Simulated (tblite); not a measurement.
## C₃H₂F₂ (charge +1): energy and gradient calculation

- system: C₃H₂F₂, charge +1, multiplicity 2
- method: IPEA1-xTB, U-SCC (tblite 0.8.0)

The geometry is that of the parent species in another charge or spin state. The geometry comes from this level: GFN2-xTB.

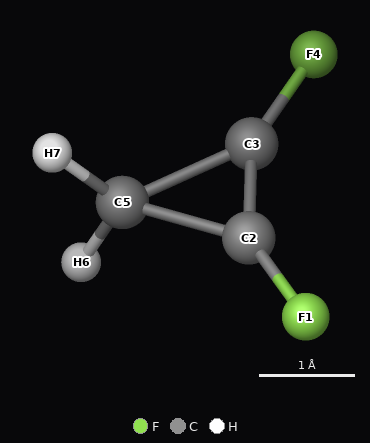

**Figure 1.** The structure as given in the input (ball-and-stick view, seen at a tilt; atoms are numbered from 1 in the order of the input). Bond lengths as drawn: C–C 1.29 to 1.51 Å, C–F 1.32 Å and C–H 1.08 Å.

### Input file (job.py)
```python
import json
import numpy as np
from tblite.interface import Calculator

symbols = ["F", "C", "C", "F", "C", "H", "H"]
numbers = np.array([9, 6, 6, 9, 6, 1, 1])
positions = np.array([  # bohr
    [0.077479, -3.644356, 1.862023],
    [-0.136457, -1.505734, 0.609834],
    [-1.226470, -0.115538, -1.068338],
    [-2.956004, 0.228147, -2.822741],
    [0.941972, 1.118227, 0.314885],
    [0.560342, 2.540586, 1.740589],
    [2.739139, 1.378669, -0.636252],
])

tb = Calculator("IPEA1-xTB", numbers, positions, charge=1, uhf=1)
tb.set("accuracy", 0.1)
tb.add("spin-polarization", 1.0)
sp = tb.singlepoint()

print(f"E(total): {sp.get('energy'):.8f} Eh")
eps = np.atleast_2d(sp.get("orbital-energies")) * 27.211386
occ = np.atleast_2d(sp.get("orbital-occupations"))
filled = occ.sum(axis=0) if eps.shape[0] == 1 else occ[0]
homo = np.nonzero(filled > 0.5)[0].max()
print(f"HOMO {eps[0, homo]:.4f} eV")
if homo + 1 < eps.shape[1]:
    print(f"LUMO {eps[0, homo + 1]:.4f} eV, gap {eps[0, homo + 1] - eps[0, homo]:.4f} eV")
mu = sp.get("dipole") * 2.541746
print(f"|mu|: {np.linalg.norm(mu):.4f} D, components " + " ".join(f"{c:.4f}" for c in mu))
q = sp.get("charges")
g = sp.get("gradient")
print("atom     charge      dE/dx        dE/dy        dE/dz   (Eh/bohr)")
for i, s in enumerate(symbols):
    print(f"{s:<2}{i + 1:<3} {q[i]:9.4f} {g[i, 0]:12.7f} {g[i, 1]:12.7f} {g[i, 2]:12.7f}")
print(f"gradient norm {np.linalg.norm(g):.6f} Eh/bohr")
out = {k: np.asarray(sp.get(k)).tolist() for k in ("energy", "gradient", "charges", "dipole", "orbital-energies", "orbital-occupations")}
out.update(symbols=symbols, positions=(positions * 0.529177210903).tolist())
json.dump(out, open("results.json", "w"))
```

Machine: 1 thread of Intel Xeon @ 2.70GHz, 189 GiB of memory available, shared host.

Command:
```bash
python job.py
```

### The program's output
```
------------------------------------------------------------
  cycle        total energy    energy error   density error
------------------------------------------------------------
      1     -18.29179676680  -1.8490650E+01   3.7599048E-01
      2     -18.29236221583  -5.6544903E-04   2.4236881E-01
      3     -18.26930038018   2.3061836E-02   1.9223893E-01
      4     -18.45164680497  -1.8234642E-01   1.9864456E-02
      5     -18.45374892001  -2.1021150E-03   8.1499935E-03
      6     -18.45382615327  -7.7233256E-05   2.9449735E-03
      7     -18.45385389252  -2.7739247E-05   2.5426565E-03
      8     -18.45386858851  -1.4695991E-05   4.7394280E-04
      9     -18.45387027603  -1.6875205E-06   3.6904358E-04
     10     -18.45387059660  -3.2056886E-07   1.2956663E-04
     11     -18.45387064048  -4.3881624E-08   1.3103156E-05
     12     -18.45387064095  -4.7001336E-10   7.4334124E-07
------------------------------------------------------------

 total:                                   0.010 sec
E(total): -18.45387064 Eh
HOMO -18.3148 eV
LUMO -13.1957 eV, gap 5.1191 eV
|mu|: 1.2563 D, components 0.7926 0.9388 0.2621
atom     charge      dE/dx        dE/dy        dE/dz   (Eh/bohr)
F 1      0.0382    0.0089830   -0.0510368    0.0335258
C 2      0.2454   -0.0547918    0.0681270   -0.0840075
C 3      0.2453    0.0533056   -0.0700442    0.0832690
F 4      0.0382   -0.0411723    0.0130029   -0.0441172
C 5      0.0400    0.0375557    0.0446517    0.0127048
H 6      0.1965   -0.0002265   -0.0033000   -0.0026588
H 7      0.1965   -0.0036538   -0.0014006    0.0012839
gradient norm 0.201501 Eh/bohr
```

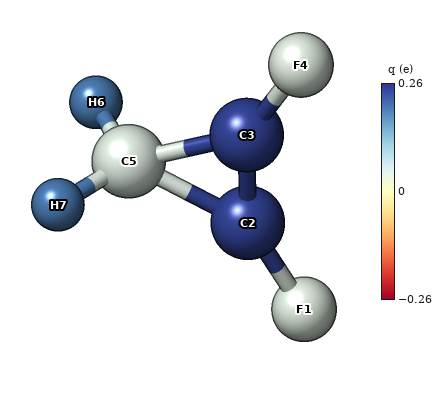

**Figure 2.** Mulliken charges, as the colour of each atom (ball-and-stick view, seen at a tilt; atoms are numbered from 1 in the order of the input). By element: F +0.04, C +0.04 to +0.25 and H +0.20 e.

### Results in brief

| quantity | value |
| --- | --- |
| outcome | converged |
| total energy | −18.453871 hartree |
| basis functions | 29 |
| largest force | 6.235 eV/Å |
| peak memory | 0.067 GiB |
